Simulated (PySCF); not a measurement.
SMILES [Si](Cl)(Cl)(Cl)[NH][GeH3] at its PBE0/def2-SVP optimised geometry (Å):

```
10

Si    -1.7316    -0.5855     0.0000
Cl    -2.5300    -1.5400    -1.6335
Cl    -2.3391    -1.5616     1.7004
Cl    -2.5278     1.3072     0.0000
N     -0.0375    -0.5855     0.0000
Ge     1.1290    -1.3072     1.2565
H      0.4197    -0.1314    -0.7864
H      2.5278    -0.9876     0.7041
H      0.9158    -2.8247     1.3606
H      0.9133    -0.6352     2.6206
```

Level of theory: PBE0/def2-TZVP (PySCF). Cells within 0.4 Å of a nucleus heavier than hydrogen are left out (blank, or x).

Map of the electrostatic potential (hartree/e), clipped to [-0.08, 0.12] on the plane z = 0.0 Å:

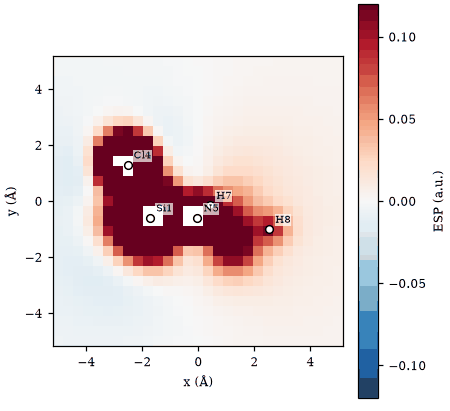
Fig. 1. Electrostatic potential (hartree/e), clipped to [-0.08, 0.12] on the plane z = 0.0 Å.
